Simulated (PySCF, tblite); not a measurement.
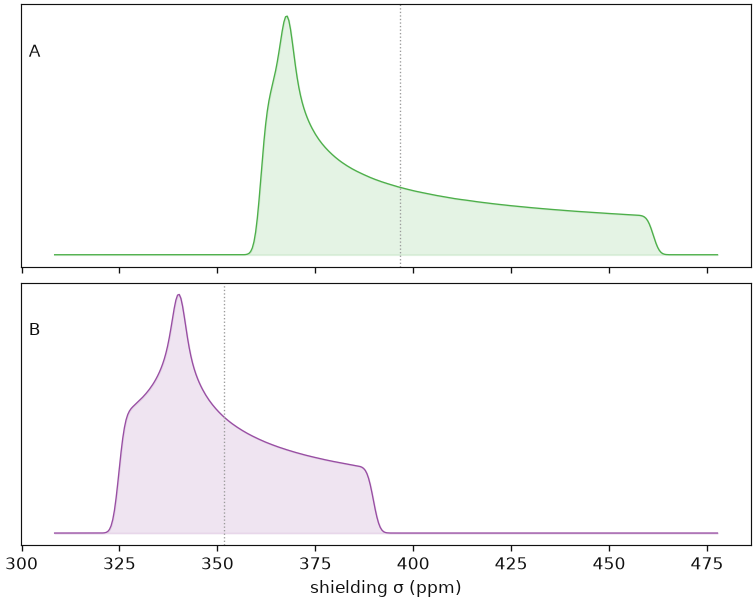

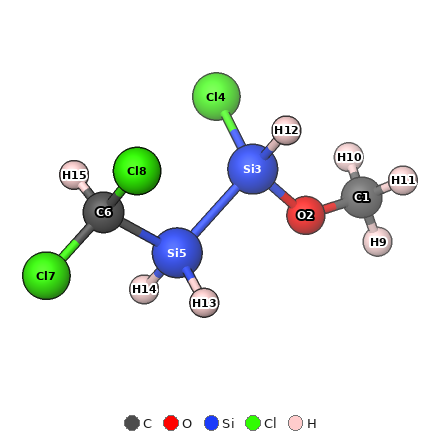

Static powder patterns (²⁹Si) from GIAO shielding tensors of C₂H₇Cl₃OSi₂, SMILES CO[Si@@H](Cl)[SiH2]C(Cl)Cl, PBE0/pcSseg-1, PySCF 2.14.0, at a GFN2-xTB geometry (a minimum by its frequencies); absolute shielding, one fixed geometry of the isolated molecule without any motion, no dipolar terms. The dotted line is the isotropic value; skew is 3(σiso − σ22)/span.

### The panels belong to Si3 and Si5. Which is which?

panel A: Si5, σ11, σ22, σ33 = 361, 368, 461 ppm, isotropic 397, span 100 ppm, skew 0.87; panel B: Si3, σ11, σ22, σ33 = 325, 340, 390 ppm, isotropic 352, span 65 ppm, skew 0.53.

Known limits of this run: the tight-binding geometry is rougher than a DFT one and adds to the error; one conformer of a flexible molecule.
